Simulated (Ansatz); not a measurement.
# BH8NO3Si: up Jacob's ladder to CCSD(T)

Aim: compute BH8NO3Si with functionals from several rungs and with coupled cluster, and see how far each lands from CCSD(T) at the basis-set limit for the atomisation energy.

Method: functionals in def2-TZVPP, the program's frozen cores in correlated methods; program: Ansatz 0.2.0, Gaussian basis.

Plan: LDA (SPW92), PBE-D4, revPBE-D4, BLYP-D4, r2SCAN-D4, B97M-V, PBE0-D4, B3LYP-D4, r2SCANh-D4, r2SCAN0-D4, HSE06-D4, BHLYP-D4, CAM-B3LYP-D4, LC-ωPBE, ωB97X-V, ωB97M-V, B2PLYP, PBE-QIDH; CCSD(T)/def2-SVP; CCSD(T)/def2-TZVPP; MP2/def2-QZVPP; extrapolation to the limit; RPA on PBE.

**1. The geometry**

An earlier PBE0-D4 in a triple-zeta def2 set relaxation fixed the geometry.

14 atoms, charge 0, spin multiplicity 1.

Atoms are counted from 1 here; the program's logs count them from 0.

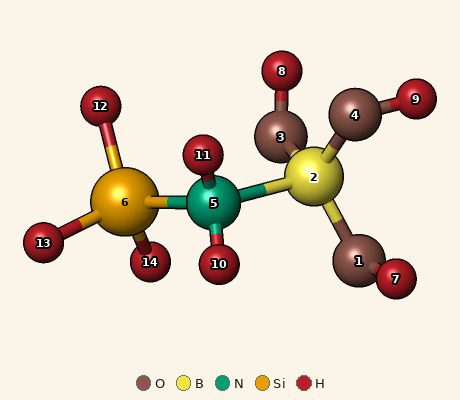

The geometry (oxygen brown, boron yellow, nitrogen teal, silicon amber, hydrogen red); atoms are numbered from 1 in the order of the file.

Coordinates:

```mol
BH8NO3Si
  3D, bonds by distance, orders not assigned

 14 13  0  0  0  0  0  0  0  0999 V2000
   -1.6814    0.2815   -1.0554 O   0  0
   -0.9412    0.2356    0.1553 B   0  0
   -0.8161   -1.1290    0.6119 O   0  0
   -1.2235    1.2226    1.1613 O   0  0
    0.6817    0.6208   -0.2395 N   0  0
    1.5598   -0.9475   -0.3920 Si  0  0
   -1.9938    1.1697   -1.2311 H   0  0
   -0.7865   -1.1534    1.5693 H   0  0
   -2.1480    1.2007    1.4135 H   0  0
    0.7102    1.1688   -1.0933 H   0  0
    1.0525    1.2043    0.5059 H   0  0
    1.8390   -1.4934    0.9505 H   0  0
    2.8759   -0.5762   -0.9933 H   0  0
    0.8584   -1.8337   -1.3341 H   0  0
  1  2  8  0
  2  3  8  0
  2  4  8  0
  2  5  8  0
  5  6  8  0
  1  7  8  0
  3  8  8  0
  4  9  8  0
  5 10  8  0
  5 11  8  0
  6 12  8  0
  6 13  8  0
  6 14  8  0
M  END
```

**2. LDA**

This LDA is Slater exchange with PW92 correlation.

Contents of in.yaml:

```yaml
crystal:
  periodic: [false, false, false]
  atoms:
    - {symbol: O, position_ang: [-1.681442, 0.281479, -1.055402]}
    - {symbol: B, position_ang: [-0.941239, 0.235628, 0.155284]}
    - {symbol: O, position_ang: [-0.816094, -1.129013, 0.611933]}
    - {symbol: O, position_ang: [-1.223507, 1.222627, 1.161273]}
    - {symbol: N, position_ang: [0.681714, 0.620772, -0.239512]}
    - {symbol: Si, position_ang: [1.559814, -0.947516, -0.392034]}
    - {symbol: H, position_ang: [-1.993767, 1.169689, -1.231080]}
    - {symbol: H, position_ang: [-0.786462, -1.153382, 1.569286]}
    - {symbol: H, position_ang: [-2.148009, 1.200718, 1.413503]}
    - {symbol: H, position_ang: [0.710216, 1.168844, -1.093290]}
    - {symbol: H, position_ang: [1.052467, 1.204270, 0.505868]}
    - {symbol: H, position_ang: [1.838981, -1.493392, 0.950480]}
    - {symbol: H, position_ang: [2.875894, -0.576233, -0.993326]}
    - {symbol: H, position_ang: [0.858434, -1.833693, -1.334083]}
basis:
  gaussian: {orbitals: def2-TZVPP}
hamiltonian: {xc: lda}
output: {orbitals: {seedname: orbitals}}
```

On the command line:

```sh
$ ansatz run in.yaml --threads 4 --pin off --events-out ev --progress --plain --max-ram 11315MiB
```

The log of the run (excerpt; [...] marks lines left out):

```text
Functional definition: SPW92
  name "SPW92"
  cite "Dirac, Proc. Camb. Phil. Soc. 26, 376 (1930) doi:10.1017/S0305004100016108"
  cite "Slater, Phys. Rev. 81, 385 (1951) doi:10.1103/PhysRev.81.385"
  cite "Perdew & Wang, Phys. Rev. B 45, 13244 (1992) doi:10.1103/PhysRevB.45.13244"
[...]
1537 factors; their error is unknown
[...]
mean field -16227.85633603 eV, -596.3627207129 hartree, gradient 5.6e-5 eV, S^2 0.000000; 0 other end points of the search recorded, 0 dependent functions left out
reference -16227.85638159 eV, -596.3627223873 hartree; 29, 29 occupied and 280, 280 virtual orbitals, 1537 factors
Total energy: -16227.85638159 eV, -596.3627223873 hartree
```

It took 1.9 s on 4 threads of Arm Neoverse V1, shared host.

Atomisation energy: 5989.9 kJ/mol (free atoms -16165.775 eV, run apart). HOMO -6.38 eV, LUMO -1.16 eV.

**3. PBE-D4 (GGA)**

Changes to in.yaml since step 2:

```diff
@@ -19,3 +19,3 @@
   gaussian: {orbitals: def2-TZVPP}
-hamiltonian: {xc: lda}
-output: {orbitals: {seedname: orbitals}}
+hamiltonian: {xc: pbe, dispersion: d4}
+output: {forces: true, orbitals: {seedname: orbitals}}
```

Same command.

The log of the run (excerpt; [...] marks lines left out):

```text
Functional definition: PBE
  name "PBE"
  cite "Perdew, Burke & Ernzerhof, Phys. Rev. Lett. 77, 3865 (1996) doi:10.1103/PhysRevLett.77.3865"
  parent pbe
[...]
1537 factors; their error is unknown
[...]
mean field -16310.18306395 eV, -599.3881721608 hartree, gradient 4.2e-5 eV, S^2 0.000000; 0 other end points of the search recorded, 0 dependent functions left out
[...]
Atom 10 at     1.052467     1.204270     0.505868 Å, force     0.121630     0.199828     0.233477 eV/Å
Atom 11 at     1.838981    -1.493392     0.950480 Å, force     0.042569    -0.066421     0.142231 eV/Å
Atom 12 at     2.875894    -0.576233    -0.993326 Å, force     0.138141     0.035953    -0.067380 eV/Å
Atom 13 at     0.858434    -1.833693    -1.334083 Å, force    -0.075665    -0.100123    -0.109388 eV/Å
Dipole moment:     0.386681     0.441798     0.123528 e Å
```

Wall time 3.8 s (4 threads of Arm Neoverse V1, shared host).

With the free atoms at this level, -16255.839 eV in sum, the atomisation energy is 5273.3 kJ/mol. HOMO -6.18 eV, LUMO -0.95 eV.

**4. revPBE-D4 (GGA)**

Changes to in.yaml since step 3:

```diff
@@ -19,3 +19,3 @@
   gaussian: {orbitals: def2-TZVPP}
-hamiltonian: {xc: pbe, dispersion: d4}
-output: {forces: true, orbitals: {seedname: orbitals}}
+hamiltonian: {xc: {name: revPBE}, dispersion: d4}
+output: {orbitals: {seedname: orbitals}}
```

Launched as before.

The log of the run (excerpt; [...] marks lines left out):

```text
Functional definition: revPBE
  name "revPBE"
  cite "Zhang & Yang, Phys. Rev. Lett. 80, 890 (1998) doi:10.1103/PhysRevLett.80.890"
  cite "Perdew, Burke & Ernzerhof, Phys. Rev. Lett. 77, 3865 (1996) doi:10.1103/PhysRevLett.77.3865"
[...]
1537 factors; their error is unknown
[...]
mean field -16319.25848861 eV, -599.7216878656 hartree, gradient 5.7e-5 eV, S^2 0.000000; 0 other end points of the search recorded, 0 dependent functions left out
reference -16319.25854892 eV, -599.7216900822 hartree; 29, 29 occupied and 280, 280 virtual orbitals, 1537 factors
Total energy: -16320.25962729 eV, -599.7584790336 hartree
```

Run time: 3.2 s. Hardware: 4 threads of Arm Neoverse V1, shared host.

With the free atoms at this level, -16267.036 eV in sum, the atomisation energy is 5135.3 kJ/mol. HOMO -6.10 eV, LUMO -0.84 eV.

**5. BLYP-D4 (GGA)**

Changes to in.yaml since step 4:

```diff
@@ -19,3 +19,3 @@
   gaussian: {orbitals: def2-TZVPP}
-hamiltonian: {xc: {name: revPBE}, dispersion: d4}
+hamiltonian: {xc: {name: BLYP}, dispersion: d4}
 output: {orbitals: {seedname: orbitals}}
```

The command is unchanged.

The log of the run (excerpt; [...] marks lines left out):

```text
Functional definition: BLYP
  name "BLYP"
  cite "Becke, Phys. Rev. A 38, 3098 (1988) doi:10.1103/PhysRevA.38.3098"
  cite "Lee, Yang & Parr, Phys. Rev. B 37, 785 (1988) doi:10.1103/PhysRevB.37.785"
[...]
1537 factors; their error is unknown
[...]
mean field -16321.68651975 eV, -599.8109163645 hartree, gradient 7.4e-5 eV, S^2 0.000000; 0 other end points of the search recorded, 0 dependent functions left out
reference -16321.68691050 eV, -599.8109307241 hartree; 29, 29 occupied and 280, 280 virtual orbitals, 1537 factors
Total energy: -16322.37491147 eV, -599.8362142935 hartree
```

It took 3.1 s on 4 threads of Arm Neoverse V1, shared host.

With the free atoms at this level, -16268.440 eV in sum, the atomisation energy is 5203.9 kJ/mol. HOMO -6.10 eV, LUMO -0.89 eV.

**6. r2SCAN-D4 (meta-GGA)**

Changes to in.yaml since step 5:

```diff
@@ -19,3 +19,3 @@
   gaussian: {orbitals: def2-TZVPP}
-hamiltonian: {xc: {name: BLYP}, dispersion: d4}
-output: {orbitals: {seedname: orbitals}}
+hamiltonian: {xc: r2scan, dispersion: d4}
+output: {forces: true, orbitals: {seedname: orbitals}}
```

The command is unchanged.

The log of the run (excerpt; [...] marks lines left out):

```text
Functional definition: r2SCAN
  name "r2SCAN"
  cite "Furness, Kaplan, Ning, Perdew & Sun, J. Phys. Chem. Lett. 11, 8208 (2020) doi:10.1021/acs.jpclett.0c02405"
  cite "Furness, Kaplan, Ning, Perdew & Sun, J. Phys. Chem. Lett. 11, 9248 (2020) doi:10.1021/acs.jpclett.0c03077"
  parent r2scan
[...]
1537 factors; their error is unknown
[...]
Atom 10 at     1.052467     1.204270     0.505868 Å, force     0.012848     0.025788     0.000437 eV/Å
Atom 11 at     1.838981    -1.493392     0.950480 Å, force    -0.007775     0.004887    -0.035900 eV/Å
Atom 12 at     2.875894    -0.576233    -0.993326 Å, force    -0.023873    -0.014179     0.008095 eV/Å
Atom 13 at     0.858434    -1.833693    -1.334083 Å, force     0.017402     0.021335     0.022906 eV/Å
Dipole moment:     0.396909     0.452922     0.126089 e Å
```

Run time: 7 s. Hardware: 4 threads of Arm Neoverse V1, shared host.

With the free atoms at this level, -16265.179 eV in sum, the atomisation energy is 5205.9 kJ/mol. HOMO -6.54 eV, LUMO -0.46 eV.

**7. B97M-V (meta-GGA)**

Changes to in.yaml since step 6:

```diff
@@ -19,3 +19,3 @@
   gaussian: {orbitals: def2-TZVPP}
-hamiltonian: {xc: r2scan, dispersion: d4}
-output: {forces: true, orbitals: {seedname: orbitals}}
+hamiltonian: {xc: {name: B97M-V}}
+output: {orbitals: {seedname: orbitals}}
```

The command is unchanged.

The log of the run (excerpt; [...] marks lines left out):

```text
Functional definition: B97M-V
  name "B97M-V"
  cite "Mardirossian & Head-Gordon, J. Chem. Phys. 142, 074111 (2015) doi:10.1063/1.4907719"
  cite "Becke, J. Chem. Phys. 107, 8554 (1997) doi:10.1063/1.475007"
  cite "Vydrov & Van Voorhis, J. Chem. Phys. 133, 244103 (2010) doi:10.1063/1.3521275"
  # Of w^i u^j: cxij and so on, Table III.
[...]
  gx(w, u) = cx00 + cx01*u + cx02*u^2 + (cx10 + cx11*u)*w
[...]
  gos(w, u) = cos00 + cos01*u + cos03*u^3 + cos10*w + cos32*w^3*u^2
[...]
      + integral(e_c_pw_mod_opposite_spin*gos(b97_w_opposite, b97_u_opposite)) + vv10(b, c)
1537 factors; their error is unknown
[...]
mean field -16320.16714382 eV, -599.7550803286 hartree, gradient 3.6e-5 eV, S^2 0.000000; 0 other end points of the search recorded, 0 dependent functions left out
reference -16320.16721647 eV, -599.7550829988 hartree; 29, 29 occupied and 280, 280 virtual orbitals, 1537 factors
Total energy: -16320.16721647 eV, -599.7550829988 hartree
```

Run time: 13 s. Hardware: 4 threads of Arm Neoverse V1, shared host.

With the free atoms at this level, -16266.299 eV in sum, the atomisation energy is 5197.5 kJ/mol. HOMO -6.68 eV, LUMO -0.83 eV.

**8. PBE0-D4 (hybrid)**

Changes to in.yaml since step 7:

```diff
@@ -19,3 +19,3 @@
   gaussian: {orbitals: def2-TZVPP}
-hamiltonian: {xc: {name: B97M-V}}
+hamiltonian: {xc: pbe0, dispersion: d4}
 output: {orbitals: {seedname: orbitals}}
```

Its log isn't repeated here (it stands with the study of this molecule's fields); it ends on a total energy of -16311.641564 eV.

With the free atoms at this level, -16258.141 eV in sum, the atomisation energy is 5162.0 kJ/mol. HOMO -7.85 eV, LUMO -0.10 eV.

**9. B3LYP-D4 (hybrid)**

B3LYP here takes the VWN-RPA correlation.

Changes to in.yaml since step 8:

```diff
@@ -19,3 +19,3 @@
   gaussian: {orbitals: def2-TZVPP}
-hamiltonian: {xc: pbe0, dispersion: d4}
-output: {orbitals: {seedname: orbitals}}
+hamiltonian: {xc: {name: B3LYP}, dispersion: d4}
+output: {forces: true, orbitals: {seedname: orbitals}}
```

The command is unchanged.

The log of the run (excerpt; [...] marks lines left out):

```text
Functional definition: B3LYP
  name "B3LYP"
  cite "Stephens, Devlin, Chabalowski & Frisch, J. Phys. Chem. 98, 11623 (1994) doi:10.1021/j100096a001"
  cite "Becke, Phys. Rev. A 38, 3098 (1988) doi:10.1103/PhysRevA.38.3098"
  cite "Lee, Yang & Parr, Phys. Rev. B 37, 785 (1988) doi:10.1103/PhysRevB.37.785"
  cite "Vosko, Wilk & Nusair, Can. J. Phys. 58, 1200 (1980) doi:10.1139/p80-159"
[...]
1540 factors; their error is unknown
[...]
Atom 10 at     1.052467     1.204270     0.505868 Å, force    -0.004055     0.014598    -0.025804 eV/Å
Atom 11 at     1.838981    -1.493392     0.950480 Å, force    -0.018472     0.036578    -0.102388 eV/Å
Atom 12 at     2.875894    -0.576233    -0.993326 Å, force    -0.080853    -0.029334     0.034948 eV/Å
Atom 13 at     0.858434    -1.833693    -1.334083 Å, force     0.063257     0.066327     0.071730 eV/Å
Dipole moment:     0.413216     0.447458     0.124412 e Å
```

Run time: 7.5 s. Hardware: 4 threads of Arm Neoverse V1, shared host; peak memory 1.1 GiB.

Atomisation energy: 5199.0 kJ/mol (free atoms -16271.485 eV, run apart). HOMO -7.60 eV, LUMO -0.39 eV.

**10. r2SCANh-D4 (hybrid)**

Changes to in.yaml since step 9:

```diff
@@ -19,3 +19,3 @@
   gaussian: {orbitals: def2-TZVPP}
-hamiltonian: {xc: {name: B3LYP}, dispersion: d4}
-output: {forces: true, orbitals: {seedname: orbitals}}
+hamiltonian: {xc: {name: r2SCANh}, dispersion: d4}
+output: {orbitals: {seedname: orbitals}}
```

The command is unchanged.

The log of the run (excerpt; [...] marks lines left out):

```text
Functional definition: r2SCANh
  name "r2SCANh"
  cite "Bursch, Neugebauer, Ehlert & Grimme, J. Chem. Phys. 156, 134105 (2022) doi:10.1063/5.0086040"
  cite "Furness, Kaplan, Ning, Perdew & Sun, J. Phys. Chem. Lett. 11, 8208 (2020) doi:10.1021/acs.jpclett.0c02405"
  cite "Furness, Kaplan, Ning, Perdew & Sun, J. Phys. Chem. Lett. 11, 9248 (2020) doi:10.1021/acs.jpclett.0c03077"
  parent r2scan
[...]
1537 factors; their error is unknown
[...]
mean field -16318.56510467 eV, -599.6962064761 hartree, gradient 6.2e-5 eV, S^2 0.000000; 0 other end points of the search recorded, 0 dependent functions left out
reference -16318.56511813 eV, -599.6962069707 hartree; 29, 29 occupied and 280, 280 virtual orbitals, 1537 factors
Total energy: -16318.64688702 eV, -599.6992119220 hartree
```

Run time: 7.5 s. Hardware: 4 threads of Arm Neoverse V1, shared host; peak memory 0.93 GiB.

Atomisation energy: 5165.9 kJ/mol (free atoms -16265.106 eV, run apart). HOMO -7.17 eV, LUMO -0.19 eV.

**11. r2SCAN0-D4 (hybrid)**

Changes to in.yaml since step 10:

```diff
@@ -19,3 +19,3 @@
   gaussian: {orbitals: def2-TZVPP}
-hamiltonian: {xc: {name: r2SCANh}, dispersion: d4}
+hamiltonian: {xc: {name: r2SCAN0}, dispersion: d4}
 output: {orbitals: {seedname: orbitals}}
```

Same command.

The log of the run (excerpt; [...] marks lines left out):

```text
Functional definition: r2SCAN0
  name "r2SCAN0"
  cite "Bursch, Neugebauer, Ehlert & Grimme, J. Chem. Phys. 156, 134105 (2022) doi:10.1063/5.0086040"
  cite "Furness, Kaplan, Ning, Perdew & Sun, J. Phys. Chem. Lett. 11, 8208 (2020) doi:10.1021/acs.jpclett.0c02405"
  cite "Furness, Kaplan, Ning, Perdew & Sun, J. Phys. Chem. Lett. 11, 9248 (2020) doi:10.1021/acs.jpclett.0c03077"
  parent r2scan
[...]
1540 factors; their error is unknown
[...]
mean field -16317.86648371 eV, -599.6705326290 hartree, gradient 7.3e-5 eV, S^2 0.000000; 0 other end points of the search recorded, 0 dependent functions left out
reference -16317.86649531 eV, -599.6705330556 hartree; 29, 29 occupied and 280, 280 virtual orbitals, 1540 factors
Total energy: -16317.95647444 eV, -599.6738397274 hartree
```

Run time: 7.5 s. Hardware: 4 threads of Arm Neoverse V1, shared host; peak memory 0.94 GiB.

With the free atoms at this level, -16265.012 eV in sum, the atomisation energy is 5108.4 kJ/mol. HOMO -8.13 eV, LUMO 0.20 eV.

**12. HSE06-D4 (hybrid)**

HSE06 is the plane-wave form, built on full-range PBE exchange.

Changes to in.yaml since step 11:

```diff
@@ -19,3 +19,3 @@
   gaussian: {orbitals: def2-TZVPP}
-hamiltonian: {xc: {name: r2SCAN0}, dispersion: d4}
+hamiltonian: {xc: hse06, dispersion: d4}
 output: {orbitals: {seedname: orbitals}}
```

Launched as before.

The log of the run (excerpt; [...] marks lines left out):

```text
Functional definition: HSE06
  name "HSE06"
  cite "Heyd, Scuseria & Ernzerhof, J. Chem. Phys. 118, 8207 (2003) doi:10.1063/1.1564060"
  cite "Krukau, Vydrov, Izmaylov & Scuseria, J. Chem. Phys. 125, 224106 (2006) doi:10.1063/1.2404663"
  cite "Heyd & Scuseria, J. Chem. Phys. 120, 7274 (2004) doi:10.1063/1.1668634"
  cite "Ernzerhof & Perdew, J. Chem. Phys. 109, 3313 (1998) doi:10.1063/1.476928"
[...]
1540 factors; their error is unknown
133 factors; integrals over basis functions are off by at most 4.5e-7 eV
[...]
mean field -16310.79415308 eV, -599.4106292722 hartree, gradient 5.1e-5 eV, S^2 0.000000; 0 other end points of the search recorded, 0 dependent functions left out
reference -16310.79420151 eV, -599.4106310519 hartree; 29, 29 occupied and 280, 280 virtual orbitals, 1540 factors
Total energy: -16311.03497871 eV, -599.4194794511 hartree
```

It took 5.5 s on 4 threads of Arm Neoverse V1, shared host; peak memory 0.95 GiB.

Atomisation energy: 5166.0 kJ/mol (free atoms -16257.493 eV, run apart). HOMO -7.44 eV, LUMO -0.48 eV.

**13. BHLYP-D4 (hybrid)**

Changes to in.yaml since step 12:

```diff
@@ -19,3 +19,3 @@
   gaussian: {orbitals: def2-TZVPP}
-hamiltonian: {xc: hse06, dispersion: d4}
+hamiltonian: {xc: {name: BHLYP}, dispersion: d4}
 output: {orbitals: {seedname: orbitals}}
```

The command is unchanged.

The log of the run (excerpt; [...] marks lines left out):

```text
Functional definition: BHLYP
  name "BHLYP"
  cite "Becke, J. Chem. Phys. 98, 1372 (1993) doi:10.1063/1.464304"
  cite "Becke, Phys. Rev. A 38, 3098 (1988) doi:10.1103/PhysRevA.38.3098"
  cite "Lee, Yang & Parr, Phys. Rev. B 37, 785 (1988) doi:10.1103/PhysRevB.37.785"
[...]
1691 factors; their error is unknown
[...]
mean field -16319.85483431 eV, -599.7436031659 hartree, gradient 2.2e-5 eV, S^2 0.000000; 0 other end points of the search recorded, 0 dependent functions left out
reference -16319.85503152 eV, -599.7436104134 hartree; 29, 29 occupied and 280, 280 virtual orbitals, 1691 factors
Total energy: -16320.21146165 eV, -599.7567089788 hartree
```

Wall time 4.9 s (4 threads of Arm Neoverse V1, shared host); peak memory 0.92 GiB.

With the free atoms at this level, -16268.092 eV in sum, the atomisation energy is 5028.7 kJ/mol. HOMO -9.50 eV, LUMO 0.62 eV.

**14. CAM-B3LYP-D4 (range-separated)**

Changes to in.yaml since step 13:

```diff
@@ -19,3 +19,3 @@
   gaussian: {orbitals: def2-TZVPP}
-hamiltonian: {xc: {name: BHLYP}, dispersion: d4}
+hamiltonian: {xc: {name: CAM-B3LYP}, dispersion: d4}
 output: {orbitals: {seedname: orbitals}}
```

Same command.

The log of the run (excerpt; [...] marks lines left out):

```text
Functional definition: CAM-B3LYP
  name "CAM-B3LYP"
  cite "Yanai, Tew & Handy, Chem. Phys. Lett. 393, 51 (2004) doi:10.1016/j.cplett.2004.06.011"
  cite "Iikura, Tsuneda, Yanai & Hirao, J. Chem. Phys. 115, 3540 (2001) doi:10.1063/1.1383587"
  cite "Becke, Phys. Rev. A 38, 3098 (1988) doi:10.1103/PhysRevA.38.3098"
  cite "Lee, Yang & Parr, Phys. Rev. B 37, 785 (1988) doi:10.1103/PhysRevB.37.785"
[...]
  # Exact exchange under (alpha + beta erf(omega r))/r, Becke's under what is left of 1/r.
[...]
1540 factors; their error is unknown
411 factors; integrals over basis functions are off by at most 1.3e-5 eV
[...]
mean field -16321.31145696 eV, -599.7971330609 hartree, gradient 6.6e-5 eV, S^2 0.000000; 0 other end points of the search recorded, 0 dependent functions left out
reference -16321.31159919 eV, -599.7971382878 hartree; 29, 29 occupied and 280, 280 virtual orbitals, 1540 factors
Total energy: -16321.57279325 eV, -599.8067369927 hartree
```

Run time: 5.5 s. Hardware: 4 threads of Arm Neoverse V1, shared host; peak memory 1.1 GiB.

With the free atoms at this level, -16267.251 eV in sum, the atomisation energy is 5241.2 kJ/mol. HOMO -9.37 eV, LUMO 0.75 eV.

**15. LC-ωPBE (range-separated)**

Changes to in.yaml since step 14:

```diff
@@ -19,3 +19,3 @@
   gaussian: {orbitals: def2-TZVPP}
-hamiltonian: {xc: {name: CAM-B3LYP}, dispersion: d4}
+hamiltonian: {xc: {name: LC-wPBE}}
 output: {orbitals: {seedname: orbitals}}
```

Same command.

The log of the run (excerpt; [...] marks lines left out):

```text
Functional definition: LC-wPBE
  name "LC-wPBE"
  cite "Vydrov & Scuseria, J. Chem. Phys. 125, 234109 (2006) doi:10.1063/1.2409292"
  cite "Heyd & Scuseria, J. Chem. Phys. 120, 7274 (2004) doi:10.1063/1.1668634"
  cite "Ernzerhof & Perdew, J. Chem. Phys. 109, 3313 (1998) doi:10.1063/1.476928"
  cite "Perdew, Burke & Ernzerhof, Phys. Rev. Lett. 77, 3865 (1996) doi:10.1103/PhysRevLett.77.3865"
  parent pbe
[...]
1537 factors; their error is unknown
522 factors; integrals over basis functions are off by at most 2.7e-5 eV
[...]
mean field -16316.76070177 eV, -599.6298958923 hartree, gradient 5.3e-5 eV, S^2 0.000000; 0 other end points of the search recorded, 0 dependent functions left out
reference -16316.76070178 eV, -599.6298958927 hartree; 29, 29 occupied and 280, 280 virtual orbitals, 1537 factors
Total energy: -16316.76070178 eV, -599.6298958927 hartree
```

Run time: 3.9 s. Hardware: 4 threads of Arm Neoverse V1, shared host; peak memory 0.68 GiB.

Atomisation energy: 5169.6 kJ/mol (free atoms -16263.181 eV, run apart). HOMO -10.70 eV, LUMO 2.02 eV.

**16. ωB97X-V (range-separated)**

Changes to in.yaml since step 15:

```diff
@@ -19,3 +19,3 @@
   gaussian: {orbitals: def2-TZVPP}
-hamiltonian: {xc: {name: LC-wPBE}}
+hamiltonian: {xc: {name: wB97X-V}}
 output: {orbitals: {seedname: orbitals}}
```

Launched as before.

The log of the run (excerpt; [...] marks lines left out):

```text
Functional definition: wB97X-V
  name "wB97X-V"
  cite "Mardirossian & Head-Gordon, Phys. Chem. Chem. Phys. 16, 9904 (2014) doi:10.1039/C3CP54374A"
  cite "Becke, J. Chem. Phys. 107, 8554 (1997) doi:10.1063/1.475007"
  cite "Vydrov & Van Voorhis, J. Chem. Phys. 133, 244103 (2010) doi:10.1063/1.3521275"
[...]
      + integral(e_c_pw_opposite_spin*poly(b97_u_opposite, cos0, cos1)) + vv10(b, c)
1540 factors; their error is unknown
377 factors; integrals over basis functions are off by at most 1.0e-5 eV
[...]
mean field -16320.13083793 eV, -599.7537461121 hartree, gradient 6.2e-5 eV, S^2 0.000000; 0 other end points of the search recorded, 0 dependent functions left out
reference -16320.13083553 eV, -599.7537460238 hartree; 29, 29 occupied and 280, 280 virtual orbitals, 1540 factors
Total energy: -16320.13083553 eV, -599.7537460238 hartree
```

Run time: 13 s. Hardware: 4 threads of Arm Neoverse V1, shared host; peak memory 1.1 GiB.

Atomisation energy: 5216.8 kJ/mol (free atoms -16266.063 eV, run apart). HOMO -10.37 eV, LUMO 1.81 eV.

(Part 1 of 2 ends here.)
